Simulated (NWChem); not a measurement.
# One shape, several levels: CH2BClNP (SMILES N#CB(P)Cl)

We compute a comparison of 3 runs (HF/def2-SVP, CAM-B3LYP/cc-pVDZ, PBE0/def2-SVP) of CH2BClNP. 

The calculation is run with NWChem 7.3.0.

### Step 1. Starting point

CH2BClNP has 7 atoms, charge 0, and is taken as a singlet. SMILES: `N#CB(P)Cl`. Geometry: relaxed at GFN2-xTB. This is one conformer, not always the lowest.

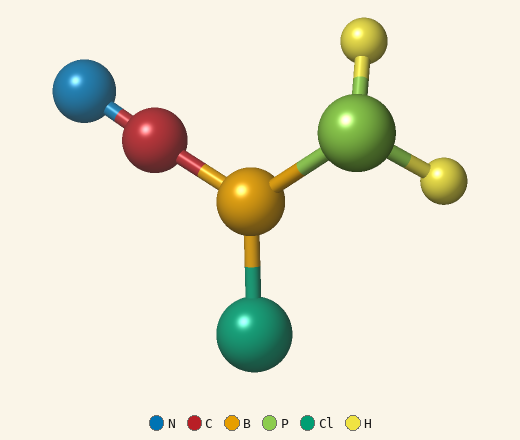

Viewed from a chosen angle; nitrogen blue, carbon red, boron amber, phosphorus green, chlorine teal, hydrogen yellow.

### Step 2. Energy and gradient at HF/def2-SVP (run 1)

The input, test.nw:

```
start test
title "CH2BClNP gradient"
memory total 2200 mb
geometry noautosym nocenter noautoz
  N     0.613410   -1.939970    1.758370
  C     0.463390   -1.289950    0.823520
  B     0.235020   -0.391230   -0.383440
  P     0.064470    1.477150   -0.137750
  Cl    0.312230   -1.067140   -1.949350
  H    -0.769200    1.481260    0.964540
  H    -0.919310    1.729900   -1.075880
end
basis spherical bse
  * library def2-SVP
end
scf
  thresh 1e-08
  maxiter 80
  noprint "final vectors analysis"
end
task scf gradient
```

Command:

```
$ nwchem test.nw > test.out
```

The log of the run:

```text
[...]
  functions       =    88
[...]
  wavefunction    = RHF
[...]
         Total SCF energy =   -918.097502902951
      One-electron energy =  -1694.235334459948
      Two-electron energy =    560.454937985082
 Nuclear repulsion energy =    215.682893571915
        Time for solution =      8.7s
[...]
                         RHF ENERGY GRADIENTS
    atom               coordinates                        gradient
                 x          y          z           x          y          z
   1 N       1.159177  -3.666012   3.322837    0.004128  -0.019176   0.027607
   2 C       0.875680  -2.437652   1.556227   -0.006771   0.033268  -0.045292
   3 B       0.444123  -0.739317  -0.724597    0.000863  -0.015023  -0.002744
   4 P       0.121831   2.791409  -0.260310   -0.008352  -0.007273  -0.000882
   5 Cl      0.590029  -2.016602  -3.683737   -0.000802   0.011848   0.023085
   6 H      -1.453577   2.799176   1.822716    0.004834  -0.000567  -0.012765
   7 H      -1.737244   3.269037  -2.033118    0.006100  -0.003078   0.010991
[...]
```

Run time: 14 s. Hardware: 1 thread of Intel Xeon 6975P-C (Granite Rapids), shared host; peak memory 0.096 GiB.

### Step 3. Energy and gradient at CAM-B3LYP/cc-pVDZ (run 2)

The input, run.py:

```python
from ase import Atoms
from ase.calculators.nwchem import NWChem

molecule = Atoms(['N', 'C', 'B', 'P', 'Cl', 'H', 'H'], positions=[
    [0.613410, -1.939970, 1.758370],
    [0.463390, -1.289950, 0.823520],
    [0.235020, -0.391230, -0.383440],
    [0.064470, 1.477150, -0.137750],
    [0.312230, -1.067140, -1.949350],
    [-0.769200, 1.481260, 0.964540],
    [-0.919310, 1.729900, -1.075880],
])

calc = NWChem(
    label='test',
    theory='dft',
    memory='2200 mb',
    basis='cc-pVDZ',
    basispar='spherical bse',
    dft={'xc': 'xcamb88 1.00 lyp 0.81 vwn_5 0.19 hfexch 1.00', 'cam': '0.33 cam_alpha 0.19 cam_beta 0.46', 'mult': '1', 'grid': 'xfine', 'convergence': 'energy 1e-08', 'direct': None, 'iterations': '100', 'mulliken': None, 'print': 'low'},
)
molecule.calc = calc

forces = molecule.get_forces()
print("Total energy (eV):", round(molecule.get_potential_energy(), 6))
print("forces (eV/A):")
for s, f in zip(molecule.symbols, forces):
    print(f"{s:2s} {f[0]:10.5f} {f[1]:10.5f} {f[2]:10.5f}")
```

Command:

```
$ export ASE_NWCHEM_COMMAND="nwchem PREFIX.nwi > PREFIX.nwo"
$ python run.py
```

The log of the run:

```text
Total energy (eV): -25046.704276
forces (eV/A):
N     0.17499   -0.73513    1.06027
C    -0.10526    0.40233   -0.64211
B    -0.09122    0.68787    0.63270
P     1.03759    0.04628   -0.04314
Cl    0.05281   -0.55731   -1.12589
H    -0.48537   -0.01887    0.87418
H    -0.58354    0.17484   -0.75596
```

The calculator wrote test.nwi:

```
title "test"

permanent_dir test

scratch_dir test

start test

geometry units angstrom nocenter noautosym noautoz
  N  6.1341000000000001e-01 -1.9399700000000000e+00 1.7583700000000000e+00
  C  4.6339000000000002e-01 -1.2899499999999999e+00 8.2352000000000003e-01
  B  2.3502000000000001e-01 -3.9123000000000002e-01 -3.8344000000000000e-01
  P  6.4470000000000000e-02 1.4771500000000000e+00 -1.3775000000000001e-01
  Cl 3.1223000000000001e-01 -1.0671400000000000e+00 -1.9493499999999999e+00
  H  -7.6919999999999999e-01 1.4812600000000000e+00 9.6453999999999995e-01
  H  -9.1930999999999996e-01 1.7299000000000000e+00 -1.0758799999999999e+00
end

memory 2200 mb

basis spherical bse noprint
   * library cc-pVDZ
end

dft
  xc xcamb88 1.00 lyp 0.81 vwn_5 0.19 hfexch 1.00
  cam 0.33 cam_alpha 0.19 cam_beta 0.46
  mult 1
  grid xfine
  convergence energy 1e-08
  direct
  iterations 100
  mulliken
  print low
end

task dft gradient
```

test.nwo:

```text
Northwest Computational Chemistry Package (NWChem) 7.3.0
             --------------------------------------------------------

           Job information
           ---------------

    nwchem branch   = 7.3.0
    use scalapack   = T
    input           = test.nwi
    prefix          = test.
    data base       = test/test.db
    status          = startup
    nproc           =        1

           Memory information
           ------------------

    heap     =     72089598 doubles =      550.0 Mbytes
    stack    =     72089595 doubles =      550.0 Mbytes
    global   =    144179200 doubles =     1100.0 Mbytes (distinct from heap & stack)
    total    =    288358393 doubles =     2200.0 Mbytes
    verify   = yes
    hardfail = no

           Directory information
           ---------------------

  0 permanent = test
  0 scratch   = test

                                NWChem Input Module
                                -------------------

                                       test
                                       ----

[... 30 lines left out ...]
            Nuclear Dipole moment (a.u.)
[... 76 lines left out ...]
   convergence    iter        energy       DeltaE   RMS-Dens  Diis-err    time
[... 14 lines left out ...]
         Total DFT energy =     -920.449412358933
      One electron energy =    -1695.559887251547
           Coulomb energy =      628.011473959714
    Exchange-Corr. energy =      -68.583892639014
 Nuclear repulsion energy =      215.682893571915
[... 37 lines left out ...]
                         DFT ENERGY GRADIENTS

    atom               coordinates                        gradient
                 x          y          z           x          y          z
   1 N       1.159177  -3.666012   3.322837   -0.003403   0.014296  -0.020619
   2 C       0.875680  -2.437652   1.556227    0.002047  -0.007824   0.012487
   3 B       0.444123  -0.739317  -0.724597    0.001774  -0.013377  -0.012304
   4 P       0.121831   2.791409  -0.260310   -0.020178  -0.000900   0.000839
   5 Cl      0.590029  -2.016602  -3.683737   -0.001027   0.010838   0.021895
   6 H      -1.453577   2.799176   1.822716    0.009439   0.000367  -0.017000
   7 H      -1.737244   3.269037  -2.033118    0.011348  -0.003400   0.014701

 Task  times  cpu:       95.0s     wall:       95.0s
 Total times  cpu:       95.0s     wall:       95.0s
```

Wall time 96 s (1 thread of Intel Xeon 6975P-C (Granite Rapids), shared host); peak memory 0.15 GiB.

### Step 4. Energy and gradient at PBE0/def2-SVP (run 3)

The input, run.nw:

```
start run
title "CH2BClNP"
memory 2200 mb

geometry units angstroms noautosym nocenter noautoz
  N        0.613410      -1.939970       1.758370
  C        0.463390      -1.289950       0.823520
  B        0.235020      -0.391230      -0.383440
  P        0.064470       1.477150      -0.137750
  Cl       0.312230      -1.067140      -1.949350
  H       -0.769200       1.481260       0.964540
  H       -0.919310       1.729900      -1.075880
end

basis spherical bse
  * library def2-SVP
end

dft
  xc pbe0
  grid xfine
  convergence energy 1e-08
  iterations 100
  mulliken
  noprint "final vectors analysis"
end

task dft gradient
```

Command:

```
$ nwchem run.nw > run.out
```

The log of the run:

```text
[...]
          Wavefunction type:  closed shell.
          No. of atoms     :     7
          No. of electrons :    52
[...]
          Charge           :     0
          Spin multiplicity:     1
[...]
          AO basis - number of functions:    88
[...]
              XC Information
              --------------
                         PBE0 Method XC Functional
                     Hartree-Fock (Exact) Exchange  0.250
          PerdewBurkeErnzerhof Exchange Functional  0.750
            Perdew 1991 LDA Correlation Functional  1.000 local
           PerdewBurkeErnz. Correlation Functional  1.000 non-local
[...]
 d= 0,ls=0.0,diis     1   -919.6248810241 -1.14D+03  1.47D-02  6.88D-01     2.0
[...]
 d= 0,ls=0.0,diis    11   -919.7217484973 -2.70D-10  1.85D-07  2.61D-10    19.7
         Total DFT energy =     -919.721748497255
      One electron energy =    -1695.015840151755
           Coulomb energy =      627.770634442262
    Exchange-Corr. energy =      -68.159436359677
 Nuclear repulsion energy =      215.682893571915
[...]
      Total Density - Mulliken Population Analysis
     ---------------------------------------------
    Atom       Charge   Shell Charges
 -----------   ------   -------------------------------------------------------
    1 N    7     7.02   1.99  1.09  0.58  2.20  1.13  0.03
    2 C    6     6.05   1.99  0.95  0.27  2.02  0.78  0.04
    3 B    5     5.02   1.99  0.89  0.08  1.60  0.36  0.10
    4 P   15    14.98   2.00  1.98  1.19  0.46  5.93  1.55  1.78  0.09
    5 Cl  17    16.99   2.00  1.98  1.27  0.65  5.93  2.17  2.97  0.03
    6 H    1     0.97   0.73  0.22  0.02
    7 H    1     0.97   0.73  0.22  0.02
[...]
  wavefunction    = closed shell
                         DFT ENERGY GRADIENTS
    atom               coordinates                        gradient
                 x          y          z           x          y          z
   1 N       1.159177  -3.666012   3.322837   -0.004162   0.017884  -0.025513
   2 C       0.875680  -2.437652   1.556227    0.002614  -0.011628   0.016742
   3 B       0.444123  -0.739317  -0.724597    0.001848  -0.013008  -0.008224
   4 P       0.121831   2.791409  -0.260310   -0.018923   0.001374   0.000884
   5 Cl      0.590029  -2.016602  -3.683737   -0.000925   0.008902   0.018343
   6 H      -1.453577   2.799176   1.822716    0.008832  -0.000003  -0.016563
   7 H      -1.737244   3.269037  -2.033118    0.010716  -0.003521   0.014331
[...]
```

Wall time 26 s (1 thread of Intel Xeon 6975P-C (Granite Rapids), shared host); peak memory 0.14 GiB.

### Step 5. Overview of the runs

| run | level | iteration cap | module | energy (Eh) | dipole moment (D) | largest force (eV/Å) | wall time |
| --- | --- | --- | --- | --- | --- | --- | --- |
| 1 | HF/def2-SVP | 80 | scf | -918.097503 | 2.88 | 2.911 | 14 s |
| 2 | CAM-B3LYP/cc-pVDZ | 100 | dft | -920.449412 | – | 1.302 | 96 s |
| 3 | PBE0/def2-SVP | 100 | dft | -919.721748 | 2.94 | 1.616 | 26 s |

### Step 6. Outcome

| quantity | value |
| --- | --- |
| run 3: total energy | -919.72175 Eh |
| run 3: dipole moment | 2.94 D |
| run 3: largest force on an atom | 1.616 eV/Å |

What this shows: Totals of different functionals can't be ranked against each other. All runs together took 2.3 min, the longest 96 s.
